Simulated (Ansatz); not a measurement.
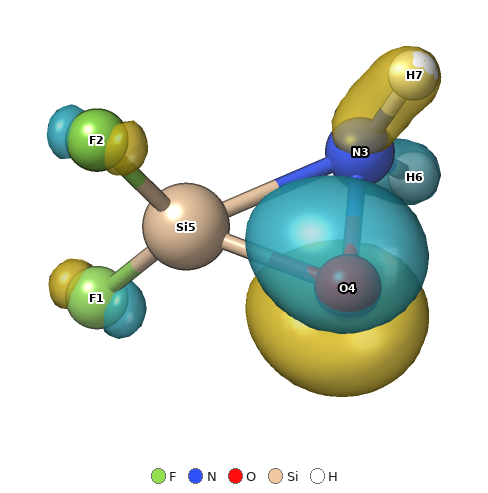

The picture shows: F$_{2}$H$_{2}$NOSi (SMILES F[Si]1(F)[NH2+]O1) (charge +1). One frontier orbital at ±0.2 Å⁻³ᐟ² (yellow and cyan are the two phases), seen at an oblique angle.

Geometry: B3LYP/6-31G*.

Theory: Ansatz, isolated molecule in a Gaussian basis; Kohn-Sham density functional theory, functional PBE0.

Input

```
crystal:
  periodic: [false, false, false]
  atoms:
    - {symbol: F, position_ang: [-1.643499, -1.397652, -1.078357]}
    - {symbol: F, position_ang: [-4.102331, -1.742039, -0.210843]}
    - {symbol: "N", position_ang: [-2.251842, -0.449974, 1.560675]}
    - {symbol: O, position_ang: [-2.020275, -1.951177, 1.620711]}
    - {symbol: Si, position_ang: [-2.602983, -1.522665, 0.139205]}
    - {symbol: H, position_ang: [-1.353788, 0.025274, 1.713858]}
    - {symbol: H, position_ang: [-2.945694, -0.197833, 2.275394]}
basis:
  gaussian:
    orbitals: def2-TZVPD
total_charge: 1
hamiltonian:
  xc: {name: PBE0}
output:
  forces: true
  orbitals: {seedname: orbitals}
```

Launched as:

```sh
ansatz run input.yaml --threads 1 --pin off --max-ram 2610MiB --events-out events.jsonl --progress --plain --runs-dir runs
```

**Which orbital is it: HOMO or LUMO?**

The HOMO, at −16.59 eV. It lies mainly on O4 (about 75 %) and N3 (about 10 %); largely a lone pair of O4.
